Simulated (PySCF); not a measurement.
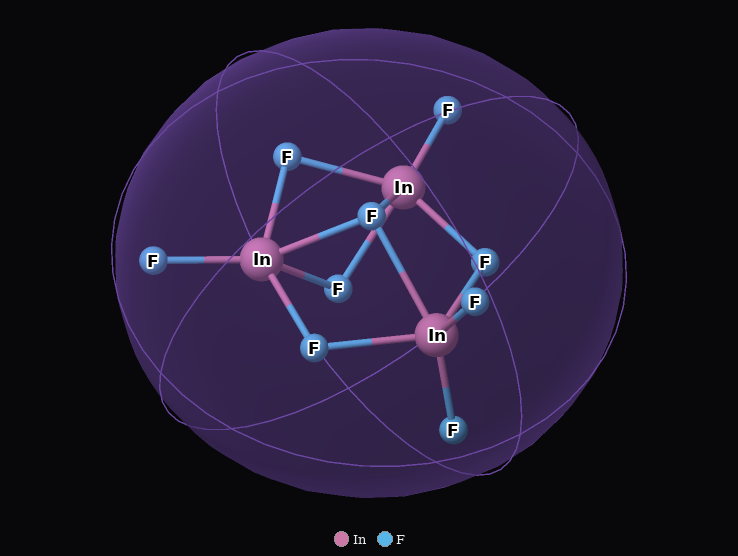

The ellipsoid shows the static dipole polarisability: its half-axes are proportional to the principal values. The geometry was computed by an optimisation with PBE0-D3(BJ)/def2-SVP. No frequency run is at hand to confirm it as a minimum. Level of theory: PBE0/def2-SVPD, core potentials on In (PySCF 2.14.0).

Question. How large and how anisotropic is the polarisability?

Answer. Principal values 71.1, 88.3, 90.2 bohr³; mean 83.2 bohr³ (12.33 Å³); anisotropy 18.2 bohr³, so the longest axis is 1.27 times the shortest.
